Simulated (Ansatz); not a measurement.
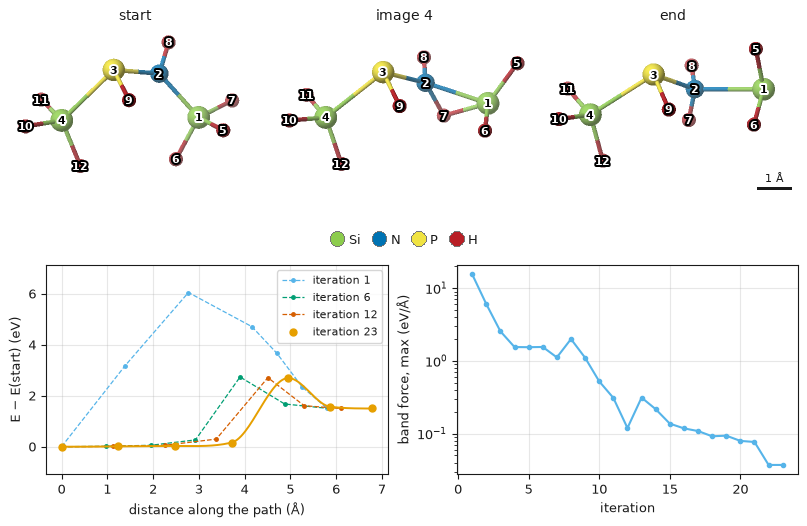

A search for the minimum-energy path of Si₂PNH₈ by the nudged elastic band. Images are numbered from 0 (start) to 6 (end). The plot follows the band through its iterations. Style: ball-and-stick. Shown at a tilt.

These are results of RKS BLYP/def2-SVP (Ansatz), not measurements. Set-up: 5 movable images; climbing image; force threshold 0.05 eV/Å; iteration limit 60; starting path through a guess of the saddle point.

Did the band converge, and can the barrier be trusted?

The result is final at these settings. The band converged in 23 iterations. The largest component of the band force went from 16 to 0.037 eV/Å. The climbing image converged on the top of the path. Its vibrational analysis gives one imaginary mode (1338i cm⁻¹), as a transition state must have. The first iteration put the highest image at 6.05 eV. The energy climbs by 2.69 eV to image 4 and then falls by 1.19 eV, so the end point sits at +1.50 eV.
